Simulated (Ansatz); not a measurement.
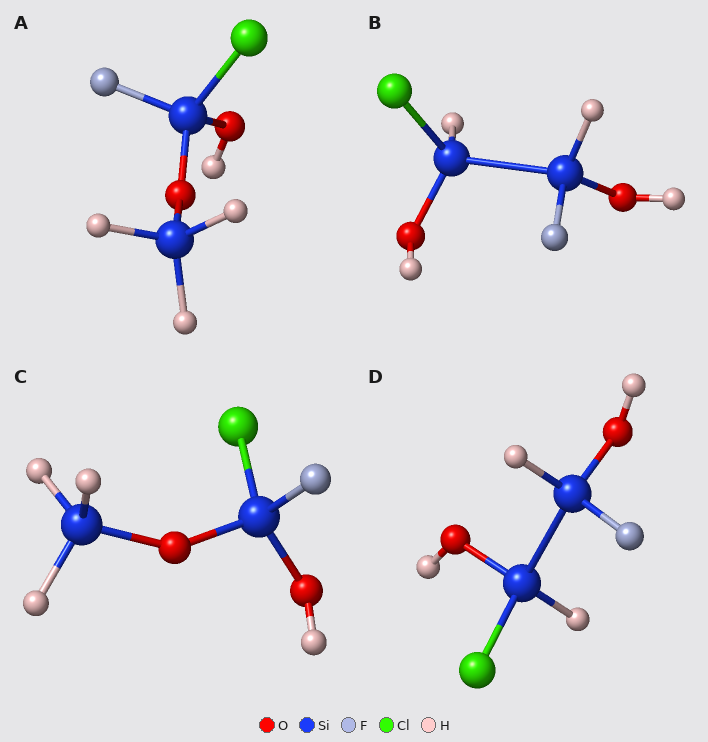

```sh
ansatz run in.yaml --threads 2 --pin off --events-out ev --progress --plain --max-ram 31744MiB --backend cuda --devices 0, --max-vram 18GiB
```

```yaml
crystal:
  periodic: [false, false, false]
  atoms:
    - {symbol: O, position_ang: [-0.451791, -2.453167, -0.431577]}
    - {symbol: Si, position_ang: [0.131066, -1.219914, 0.430976]}
    - {symbol: F, position_ang: [-0.394979, -1.289078, 1.922048]}
    - {symbol: Cl, position_ang: [2.142327, -1.414169, 0.479800]}
    - {symbol: O, position_ang: [-0.308238, 0.197026, -0.180464]}
    - {symbol: Si, position_ang: [0.003304, 1.804469, -0.345135]}
    - {symbol: H, position_ang: [-1.378816, -2.445803, -0.675446]}
    - {symbol: H, position_ang: [1.440821, 2.005804, -0.648887]}
    - {symbol: H, position_ang: [-0.831779, 2.305283, -1.461682]}
    - {symbol: H, position_ang: [-0.351915, 2.509561, 0.910358]}
basis:
  gaussian: {orbitals: def2-TZVPP}
correlation: {method: ccsd_t}
```

Which panel shows the molecule in this file?

Answer. C. The file holds ClFH4O2Si2, `O[Si@@](F)(Cl)O[SiH3]`.
